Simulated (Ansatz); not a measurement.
ClGaH₂

Input

```
crystal:
  periodic: [false, false, false]
  atoms:
    - { symbol: Ga, position_ang: [0.129279, 0.0, 0.27467] }
    - { symbol: H, position_ang: [0.488954, 0.0, 1.782755] }
    - { symbol: Cl, position_ang: [2.303444, 0.0, -0.103151] }
    - { symbol: H, position_ang: [-0.963977, 0.0, -0.824074] }
basis:
  gaussian: { orbitals: def2-SVP }
hamiltonian:
  xc: b3lyp
relax:
  f_tol: 0.03
  max_steps: 50
output:
  orbitals: {}
```

Run with:

```sh
ansatz run input.yaml --threads 1 --pin off --max-ram 2048MiB --backend cpu --events-out ev --progress --plain --runs-dir out
```

The fields are those of the run's last geometry, not of the input's.

These are results of RKS B3LYP/def2-SVP in Ansatz, not measurements.

**What can the converged electron density and electron localisation function tell about the bonding?**

Ga–Cl (2.17 Å): ρ is about 0.65 e/Å³ halfway; the ELF peaks at about 0.85 in the valence shell of Cl, 0.8 Å from its nucleus, and is about 0.55 at the midpoint.
Ga–H (1.56 Å): the density is about 0.99 e/Å³ at the midpoint; the ELF climbs to about 1 towards the hydrogen.

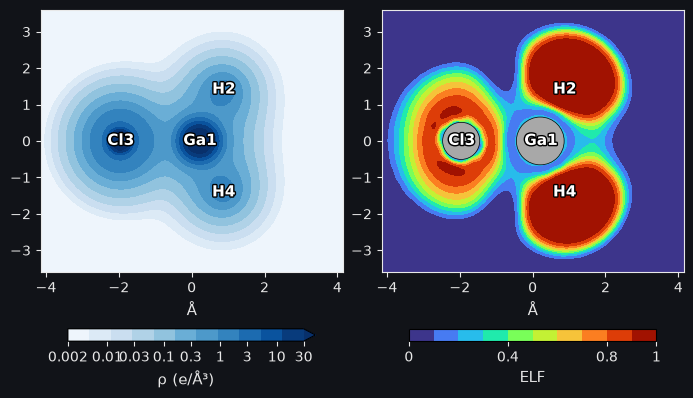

Computed electron density and electron localisation function on the molecular plane, in this order. Grey discs cover the atomic cores in the ELF map. 
